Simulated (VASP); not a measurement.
**A VASP study of BiN (LDA): structure first, properties next**

What structure does BiN take at this level, and what are its properties? The steps: rough relaxation of the start cell, relaxing cell and atoms (LDA), single point with fields (LDA), bands along the symmetry lines (LDA), total and projected DOS (LDA), bands along the symmetry lines (HSE06), bands along the symmetry lines (r2SCAN) and bands along the symmetry lines (LDA), changed input. The cell is invented: it takes the structure of a Materials Project entry for GaN (space group 216 there), with some of its atoms replaced by other elements, volume scaled by an estimate. It may not be a known or stable phase.

Method: LDA; plane waves and PAW (Bi_d, N), in the first sound run; inputs show where later runs differ, in VASP 6.6.1.

### 1. The starting structure

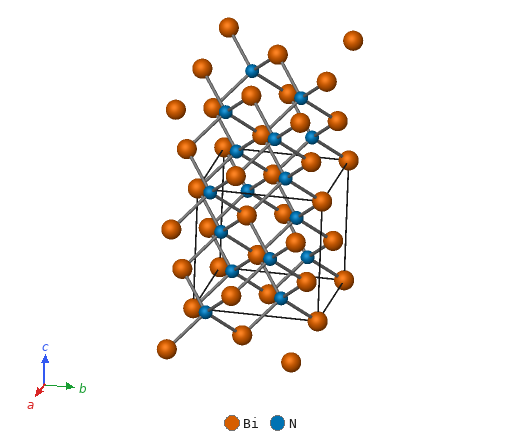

Start, viewed slightly off an axis; bismuth orange, nitrogen blue. 2×1×2 cells are drawn. This picture shows the conventional cell, with its axes. Bonds to atoms that aren't drawn are left out. Some periodic images of atoms are drawn too.

Coordinates:

```xyz
2
Lattice="0.0000 2.5162 2.5162 2.5162 0.0000 2.5162 2.5162 2.5162 0.0000" Properties=species:S:1:pos:R:3 pbc="T T T"
Bi    0.0000    0.0000    0.0000
N     1.2581    1.2581    1.2581
```

### 2. Rough relaxation of the start cell

The start is only an estimate, so a cheap relaxation brings it near a minimum before any careful run. LDA, the lowest rung, knows the local density alone.

The input, INCAR:

```
SYSTEM = BiN
PREC = Normal
ENCUT = 520
EDIFF = 1E-05
NELM = 60
ISMEAR = 0
SIGMA = 0.05
LREAL = .FALSE.
ALGO = Fast
GGA = CA
NBANDS = 16
LORBIT = 11
LWAVE = .FALSE.
LCHARG = .FALSE.
IBRION = 2
NSW = 40
ISIF = 3
EDIFFG = -0.04
```

The input, POSCAR:

```
BiN
1.0
    0.0000000000      2.5161530000      2.5161530000
    2.5161530000      0.0000000000      2.5161530000
    2.5161530000      2.5161530000      0.0000000000
Bi N
1 1
Direct
    0.0000000000      0.0000000000      0.0000000000
    0.2500000000      0.2500000000      0.2500000000
```

The input, KPOINTS:

```
Automatic mesh
0
Gamma
6 6 6
0 0 0
```

The projector-augmented-wave data sets are Bi_d and N (LDA family, release 64).

Started as:

```
$ mpirun -np 1 vasp_std
```

The program printed:

```text
[banner, memory and clock lines left out]
running    1 mpi-ranks, on    1 nodes
 distrk:  each k-point on    1 cores,    1 groups
 distr:  one band on    1 cores,    1 groups

 POSCAR found type information on POSCAR BiN
 POSCAR found :  2 types and       2 ions
 LDA part: xc-table for (Slater(with rela. corr.)+CA(PZ))
 , standard interpolation
 POSCAR, INCAR and KPOINTS ok, starting setup
 FFT: planning ... GRIDC
 FFT: planning ... GRID_SOFT
 FFT: planning ... GRID
 WAVECAR not read
 entering main loop
       N       E                     dE             d eps       ncg     rms          rms(c)
DAV:   1     0.158213329576E+03    0.15821E+03   -0.11038E+04   528   0.156E+03
DAV:   2    -0.265861801253E+01   -0.16087E+03   -0.15603E+03   592   0.389E+02
DAV:   3    -0.136403057593E+02   -0.10982E+02   -0.10948E+02   624   0.995E+01
DAV:   4    -0.138560600094E+02   -0.21575E+00   -0.21570E+00   664   0.155E+01
DAV:   5    -0.138641430839E+02   -0.80831E-02   -0.80830E-02   704   0.267E+00    0.947E+00
RMM:   6    -0.114468675441E+02    0.24173E+01   -0.58003E+00   537   0.135E+01    0.364E+00
RMM:   7    -0.112133886931E+02    0.23348E+00   -0.52559E-01   566   0.824E+00    0.155E+00
RMM:   8    -0.112021682440E+02    0.11220E-01   -0.12446E-01   520   0.251E+00    0.557E-01
RMM:   9    -0.111942740915E+02    0.78942E-02   -0.21898E-02   597   0.118E+00    0.935E-02
RMM:  10    -0.111948280641E+02   -0.55397E-03   -0.69441E-03   648   0.526E-01    0.492E-02
RMM:  11    -0.111948448825E+02   -0.16818E-04   -0.61713E-04   530   0.188E-01    0.371E-02
RMM:  12    -0.111948076808E+02    0.37202E-04   -0.14684E-04   500   0.103E-01    0.528E-03
RMM:  13    -0.111948109391E+02   -0.32583E-05   -0.40026E-05   444   0.500E-02
   1 F= -.11194811E+02 E0= -.11193929E+02  d E =-.111948E+02
 curvature:   0.00 expect dE= 0.000E+00 dE for cont linesearch  0.000E+00
 trial: gam= 0.00000 g(F)=  0.425E-44 g(S)=  0.402E+01 ort = 0.000E+00 (trialstep = 0.100E+01)
 search vector abs. value=  0.402E+01
 bond charge predicted
       N       E                     dE             d eps       ncg     rms          rms(c)
DAV:   1    -0.512041007939E+02   -0.40009E+02   -0.16995E+03   624   0.961E+02    0.396E+01
RMM:   2    -0.175567015333E+02    0.33647E+02   -0.94913E+01   525   0.110E+02    0.131E+01
RMM:   3    -0.138092643093E+02    0.37474E+01   -0.26443E+01   559   0.700E+01    0.101E+01
RMM:   4    -0.111904808157E+02    0.26188E+01   -0.75335E+00   562   0.376E+01    0.214E+00
RMM:   5    -0.112908088407E+02   -0.10033E+00   -0.22491E+00   553   0.153E+01    0.205E+00
RMM:   6    -0.112021397649E+02    0.88669E-01   -0.39812E-01   578   0.840E+00    0.541E-01
RMM:   7    -0.112144617923E+02   -0.12322E-01   -0.12975E-01   572   0.415E+00    0.597E-01
RMM:   8    -0.112093132631E+02    0.51485E-02   -0.52555E-02   577   0.314E+00    0.133E-01
RMM:   9    -0.112111001576E+02   -0.17869E-02   -0.23415E-02   678   0.148E+00    0.765E-02
RMM:  10    -0.112112533594E+02   -0.15320E-03   -0.13900E-03   646   0.361E-01    0.546E-02
RMM:  11    -0.112112223122E+02    0.31047E-04   -0.31360E-04   552   0.145E-01    0.306E-02
RMM:  12    -0.112112163865E+02    0.59257E-05   -0.80762E-05   516   0.828E-02
   2 F= -.11211216E+02 E0= -.11210583E+02  d E =-.164054E-01
[...]
3 F= -.12005411E+02 E0= -.12004787E+02  d E =-.810600E+00
 curvature:  -0.27 expect dE=-0.116E-02 dE for cont linesearch -0.116E-02
 ZBRENT: interpolating
 opt :   0.4532  next Energy=   -12.006388 (dE=-0.812E+00)
 bond charge predicted
       N       E                     dE             d eps       ncg     rms          rms(c)
DAV:   1    -0.120175864399E+02   -0.12181E-01   -0.28390E-01   512   0.867E+00    0.602E-01
RMM:   2    -0.120082847717E+02    0.93017E-02   -0.17115E-02   516   0.177E+00    0.212E-01
RMM:   3    -0.120067136335E+02    0.15711E-02   -0.43554E-03   570   0.897E-01    0.843E-02
RMM:   4    -0.120066183270E+02    0.95306E-04   -0.16863E-03   618   0.453E-01    0.215E-02
RMM:   5    -0.120066457606E+02   -0.27434E-04   -0.25469E-04   595   0.183E-01    0.112E-02
RMM:   6    -0.120066582152E+02   -0.12455E-04   -0.11096E-04   507   0.127E-01    0.137E-02
RMM:   7    -0.120066538433E+02    0.43719E-05   -0.28664E-05   429   0.736E-02
   4 F= -.12006654E+02 E0= -.12006030E+02  d E =-.811843E+00
 curvature:  -0.23 expect dE=-0.863E-04 dE for cont linesearch -0.863E-04
 trial: gam= 0.00000 g(F)=  0.209E-44 g(S)=  0.381E-03 ort =-0.391E-01 (trialstep = 0.891E+00)
 search vector abs. value=  0.381E-03
 reached required accuracy - stopping structural energy minimisation
```

Wall time 6 s (1 MPI rank of Intel Xeon 6975P-C (Granite Rapids), shared host); peak memory 0.12 GiB.

The logs omit lines about the potential files and the build; timing stands in the text.

Parts of OUTCAR (step 2):

```text
ion  position               nearest neighbor table
   1  0.000  0.000  0.000-   2 2.18   2 2.18   2 2.18   2 2.18
   2  0.250  0.250  0.250-   1 2.18   1 2.18   1 2.18   1 2.18

  LATTYP: Found a face centered cubic cell.
 ALAT       =     5.0323060000

 Subroutine GETGRP returns: Found 24 space group operations
 (whereof 24 operations were pure point group operations)

The static configuration has the point symmetry T_d .

 Found     16 irreducible k-points:

   k-points           NKPTS =     16   k-points in BZ     NKDIM =     16   number of bands    NBANDS=     16

   dimension x,y,z NGX =    20 NGY =   20 NGZ =   20
   dimension x,y,z NGXF=    40 NGYF=   40 NGZF=   40

   ENCUT  =  520.0 eV  38.22 Ry    6.18 a.u.   6.62  6.62  6.62*2*pi/ulx,y,z

   NELECT =      20.0000    total number of electrons

 k-points in reciprocal lattice and weights: Automatic mesh
   0.00000000  0.00000000  0.00000000       0.005
   0.16666667  0.00000000  0.00000000       0.037
   0.33333333  0.00000000  0.00000000       0.037
   0.50000000  0.00000000  0.00000000       0.019
   0.16666667  0.16666667  0.00000000       0.028
   0.33333333  0.16666667  0.00000000       0.111
   0.50000000  0.16666667  0.00000000       0.111
  -0.33333333  0.16666667  0.00000000       0.111
  -0.16666667  0.16666667  0.00000000       0.056
[...]
-0.33333333  0.33333333  0.16666667       0.111
  -0.33333333  0.50000000  0.16666667       0.056

 average (electrostatic) potential at core
       1-104.3931       2 -61.6518

 E-fermi :   6.8764

 k-point     1 :       0.0000    0.0000    0.0000
  band No.  band energies     occupation
    ...
      6      -9.4654      2.00000
      7      -0.1508      2.00000
      8       4.4952      2.00000
      9       4.4955      2.00000
     10       4.4955      2.00000
     11       9.7297      0.00000
     12       9.7297      0.00000
     13       9.7297      0.00000
     14      13.1036      0.00000
     15      17.5997      0.00000
    ...

 k-point     2 :       0.1667    0.0000    0.0000
  band No.  band energies     occupation
    ...
      6      -9.1426      2.00000
      7      -0.9032      2.00000
      8       4.2387      2.00000
      9       4.2390      2.00000
     10       4.4073      2.00000
     11       8.9244      0.00000
     12      10.0345      0.00000
     13      10.0345      0.00000
     14      14.6977      0.00000
     15      16.8427      0.00000
    ...

 k-point     3 :       0.3333    0.0000    0.0000
  band No.  band energies     occupation
    ...
      6      -8.2962      2.00000
      7      -2.5580      2.00000
      8       3.8063      2.00000
      9       3.8065      2.00000
     10       3.9540      2.00000
     11       9.1906      0.00000
     12      10.4018      0.00000
     13      10.4019      0.00000
     14      14.3775      0.00000
     15      16.9546      0.00000
    ...

  Total       -0.0725572     -0.0725572     -0.0725572      0.0000000      0.0000000      0.0000000
  in kB       -2.8845061     -2.8845061     -2.8845061      0.0000000      0.0000000      0.0000000
  external PRESSURE =      -2.8845061 kB  Pullay stress =       0.0000000 kB

  energy-cutoff  :      520.00
  volume of cell :       40.30
      direct lattice vectors                 reciprocal lattice vectors
     0.000000000  2.721216941  2.721216941    -0.183741323  0.183741323  0.183741323
     2.721216941  0.000000000  2.721216941     0.183741323 -0.183741323  0.183741323
     2.721216941  2.721216941  0.000000000     0.183741323  0.183741323 -0.183741323

 POSITION                                       TOTAL-FORCE (eV/Angst)
 -----------------------------------------------------------------------------------
      0.00000      0.00000      0.00000        -0.000000     -0.000000     -0.000000
      1.36061      1.36061      1.36061         0.000000      0.000000      0.000000
 -----------------------------------------------------------------------------------
    total drift:                               -0.000002     -0.000002     -0.000002

  FREE ENERGIE OF THE ION-ELECTRON SYSTEM (eV)
  ---------------------------------------------------
  free  energy   TOTEN  =       -12.0066538433 eV

  energy  without entropy=      -12.0054054990  energy(sigma->0) =      -12.00602967

 reached required accuracy - stopping structural energy minimisation

 total charge
# of ion       s       p       d       tot
------------------------------------------
    1        1.601   1.121   9.984  12.705
    2        1.327   2.211   0.000   3.538
--------------------------------------------------
tot          2.928   3.332   9.984  16.244

[... 3 further parts left out ...]
```

The k-mesh is coarse for a metal. This relaxation is a rough one on cheap settings, only to bring the start near its minimum. After so large a change of volume the plane waves of the start cell no longer fit, so the final stress carries a basis-set error. The run keeps the 24 symmetry operations of its start, so it cannot find a distortion of lower symmetry.

The steps of the relaxation:

```
step  energy less that of the first step (eV)  largest force (eV/Å)  pressure (GPa)  volume (Å³)
   1                                   0.0000                0.0000           37.50        31.86
   2                                  -0.0164                0.0000          -17.09        52.33
   3                                  -0.8106                0.0000           -0.96        40.60
   4                                  -0.8118                0.0000           -0.29        40.30
```

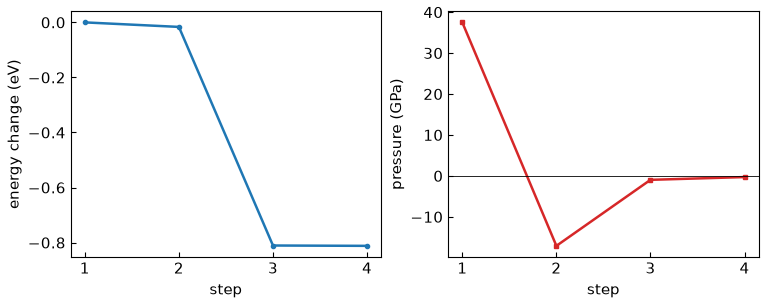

Energy and pressure along the relaxation.

```
conventional cell, symmetrised  before  after   change
                         a (Å)   5.032  5.442   +8.1 %
                         b (Å)   5.032  5.442   +8.1 %
                         c (Å)   5.032  5.442   +8.1 %
              volume (Å³/atom)   15.93  20.15  +26.5 %
```

The relaxed structure:

```xyz
2
Lattice="0.0000 2.7212 2.7212 2.7212 0.0000 2.7212 2.7212 2.7212 0.0000" Properties=species:S:1:pos:R:3 pbc="T T T"
Bi    0.0000    0.0000    0.0000
N     1.3606    1.3606    1.3606
```

Numbers from this step:

| Item | Value |
| --- | --- |
| electrons | 20 |
| bands | 16 |
| irreducible k-points | 16 |
| symmetry operations | 24 |
| free energy (TOTEN) | -12.01 eV |
| energy at zero smearing | -12.01 eV |
| Fermi energy | 6.876 eV |
| pressure | -0.2885 GPa |
| metallic | yes |
| SCF cycles over all ionic steps | 42 |

It ends with forces that vanish by symmetry and a pressure of -0.29 GPa.

### 3. Relaxing cell and atoms (LDA)

Properties are meant for the cell that this level of theory prefers, so cell and atoms are relaxed first (ISIF = 3) until forces and stress are small; EDIFFG sets the threshold.

The input, INCAR:

```
SYSTEM = BiN
PREC = Accurate
ENCUT = 520
EDIFF = 1E-06
NELM = 100
ISMEAR = 0
SIGMA = 0.05
LREAL = .FALSE.
ALGO = Normal
GGA = CA
NBANDS = 16
LORBIT = 11
LWAVE = .FALSE.
LCHARG = .FALSE.
IBRION = 2
NSW = 60
ISIF = 3
EDIFFG = -0.01
```

The input, POSCAR:

```
BiN
1.0
    0.0000000000      2.7212169410      2.7212169410
    2.7212169410      0.0000000000      2.7212169410
    2.7212169410      2.7212169410      0.0000000000
Bi N
1 1
Direct
    0.0000000000      0.0000000000      0.0000000000
    0.2500000000      0.2500000000      0.2500000000
```

The input, KPOINTS:

```
Automatic mesh
0
Gamma
7 7 7
0 0 0
```

Started as:

```
$ mpirun -np 1 vasp_std
```

The program printed:

```text
[... set-up lines as in an earlier step ...]
 entering main loop
       N       E                     dE             d eps       ncg     rms          rms(c)
DAV:   1     0.165298714657E+03    0.16530E+03   -0.10899E+04   648   0.146E+03
DAV:   2    -0.192656774589E+01   -0.16723E+03   -0.16158E+03   720   0.389E+02
DAV:   3    -0.142720504520E+02   -0.12345E+02   -0.12296E+02   776   0.105E+02
DAV:   4    -0.145137606697E+02   -0.24171E+00   -0.24167E+00   784   0.166E+01
DAV:   5    -0.145234113738E+02   -0.96507E-02   -0.96506E-02   952   0.302E+00    0.892E+00
DAV:   6    -0.125456236106E+02    0.19778E+01   -0.23839E+01   928   0.277E+01    0.567E+00
DAV:   7    -0.120191239266E+02    0.52650E+00   -0.36698E+00   736   0.905E+00    0.165E+00
DAV:   8    -0.119954321062E+02    0.23692E-01   -0.26593E-01   656   0.348E+00    0.333E-01
DAV:   9    -0.119959449192E+02   -0.51281E-03   -0.42770E-03   912   0.490E-01    0.194E-01
DAV:  10    -0.119958704944E+02    0.74425E-04   -0.22395E-04   832   0.147E-01    0.827E-02
DAV:  11    -0.119958296674E+02    0.40827E-04   -0.54949E-05   872   0.807E-02    0.103E-02
DAV:  12    -0.119958295368E+02    0.13058E-06   -0.83351E-06   848   0.285E-02
   1 F= -.11995830E+02 E0= -.11994605E+02  d E =-.119958E+02
 curvature:   0.00 expect dE= 0.000E+00 dE for cont linesearch  0.000E+00
 trial: gam= 0.00000 g(F)=  0.833E-47 g(S)=  0.428E-03 ort = 0.000E+00 (trialstep = 0.100E+01)
 search vector abs. value=  0.428E-03
 bond charge predicted
       N       E                     dE             d eps       ncg     rms          rms(c)
DAV:   1    -0.120022632280E+02   -0.64336E-02   -0.15942E-01   824   0.665E+00    0.468E-01
DAV:   2    -0.119971975796E+02    0.50656E-02   -0.18961E-02   808   0.162E+00    0.191E-01
DAV:   3    -0.119961654529E+02    0.10321E-02   -0.58065E-03   984   0.782E-01    0.113E-01
DAV:   4    -0.119958580918E+02    0.30736E-03   -0.15260E-03   816   0.470E-01    0.163E-02
DAV:   5    -0.119958679096E+02   -0.98178E-05   -0.85341E-05   704   0.864E-02    0.814E-03
DAV:   6    -0.119958677154E+02    0.19426E-06   -0.63883E-06  1000   0.343E-02
   2 F= -.11995868E+02 E0= -.11994639E+02  d E =-.381785E-04
 trial-energy change:   -0.000038  1 .order   -0.000112   -0.000428    0.000204
 step:   0.5020(harm=  0.6770)  dis= 0.00000  next Energy=   -11.995928 (dE=-0.982E-04)
 bond charge predicted
       N       E                     dE             d eps       ncg     rms          rms(c)
DAV:   1    -0.119975340636E+02   -0.16662E-02   -0.39439E-02   832   0.327E+00    0.233E-01
DAV:   2    -0.119962645435E+02    0.12695E-02   -0.46614E-03   800   0.815E-01    0.944E-02
DAV:   3    -0.119960165394E+02    0.24800E-03   -0.14087E-03   984   0.393E-01    0.563E-02
DAV:   4    -0.119959405211E+02    0.76018E-04   -0.37734E-04   808   0.231E-01    0.813E-03
DAV:   5    -0.119959431468E+02   -0.26257E-05   -0.21270E-05   704   0.421E-02    0.407E-03
DAV:   6    -0.119959430641E+02    0.82759E-07   -0.13655E-06   472   0.173E-02
   3 F= -.11995943E+02 E0= -.11994716E+02  d E =-.113527E-03
 curvature:  -0.24 expect dE=-0.550E-06 dE for cont linesearch -0.550E-06
 trial: gam= 0.00000 g(F)=  0.702E-47 g(S)=  0.230E-05 ort =-0.314E-04 (trialstep = 0.900E+00)
 search vector abs. value=  0.230E-05
 reached required accuracy - stopping structural energy minimisation
```

It took 11 s on 1 MPI rank; peak memory 0.15 GiB.

Parts of OUTCAR (step 3):

```text
  LATTYP: Found a face centered cubic cell.
 ALAT       =     5.4424338820

The static configuration has the point symmetry T_d .

 Found     20 irreducible k-points:

   k-points           NKPTS =     20   k-points in BZ     NKDIM =     20   number of bands    NBANDS=     16

   dimension x,y,z NGX =    30 NGY =   30 NGZ =   30
   dimension x,y,z NGXF=    60 NGYF=   60 NGZF=   60

   ENCUT  =  520.0 eV  38.22 Ry    6.18 a.u.   7.16  7.16  7.16*2*pi/ulx,y,z

   NELECT =      20.0000    total number of electrons

 E-fermi :   6.7450

 k-point     1 :       0.0000    0.0000    0.0000
  band No.  band energies     occupation
    ...
      6      -9.4624      2.00000
      7      -0.1836      2.00000
      8       4.4889      2.00000
      9       4.4889      2.00000
     10       4.4889      2.00000
     11       9.6883      0.00000
     12       9.6883      0.00000
     13       9.6883      0.00000
     14      13.0543      0.00000
     15      17.5583      0.00000
    ...

 k-point     2 :       0.1429    0.0000    0.0000
  band No.  band energies     occupation
    ...
      6      -9.2242      2.00000
      7      -0.7444      2.00000
      8       4.2927      2.00000
      9       4.2927      2.00000
     10       4.4323      2.00000
     11       8.9768      0.00000
     12       9.9258      0.00000
     13       9.9258      0.00000
     14      14.4667      0.00000
     15      16.8806      0.00000
    ...

  Total       -0.0056364     -0.0056364     -0.0056364     -0.0000000      0.0000000      0.0000000
  in kB       -0.2234509     -0.2234509     -0.2234509     -0.0000000      0.0000000      0.0000000
  external PRESSURE =      -0.2234509 kB  Pullay stress =       0.0000000 kB

  energy-cutoff  :      520.00
  volume of cell :       40.41
      direct lattice vectors                 reciprocal lattice vectors
     0.000000000  2.723752328  2.723752328    -0.183570288  0.183570288  0.183570288
     2.723752328  0.000000000  2.723752328     0.183570288 -0.183570288  0.183570288
     2.723752328  2.723752328  0.000000000     0.183570288  0.183570288 -0.183570288

 POSITION                                       TOTAL-FORCE (eV/Angst)
 -----------------------------------------------------------------------------------
      0.00000      0.00000      0.00000        -0.000000     -0.000000     -0.000000
      1.36188      1.36188      1.36188         0.000000      0.000000      0.000000
 -----------------------------------------------------------------------------------
    total drift:                               -0.000000     -0.000000     -0.000000

  FREE ENERGIE OF THE ION-ELECTRON SYSTEM (eV)
  ---------------------------------------------------
  free  energy   TOTEN  =       -11.9959430641 eV

  energy  without entropy=      -11.9934894460  energy(sigma->0) =      -11.99471626

 total charge
# of ion       s       p       d       tot
------------------------------------------
    1        1.601   1.119   9.983  12.703
    2        1.319   2.217   0.000   3.537
--------------------------------------------------
tot          2.920   3.336   9.983  16.240

[... 2 parts as in an earlier step ...]

[... 7 further parts left out ...]
```

Little changed from the start: no atom moved by 0.005 Å and no cell edge by 0.1 %.

This step gave:

```yaml
irreducible_k_points: 20
free_energy_toten: -12.00 eV
energy_at_zero_smearing: -11.99 eV
fermi_energy: 6.745 eV
pressure: -0.02235 GPa
scf_cycles_over_all_ionic_steps: 24
```

It ends with forces that vanish by symmetry and a pressure of -0.02 GPa.

(Continued in part 2 of 4.)

[Lines on the potential files, build, host, timing and source positions are cut from VASP's logs without a mark.]

[Logs are printed without paths, hosts, clocks, repeated set-up lines and the standing remarks that a program may print on its own settings, such as how far it seeks lower states.]

[Hosts, paths, dates, database ids (printed as entryN), source tags and the programs' standing remarks are cut or masked in the printed files.]

[A measured line is paired with the nearest computed mode of its activity, which favours agreement.]

[In band tables of VASP the shares of atoms and orbitals are scaled to a sum of 1 inside the atoms' spheres.]
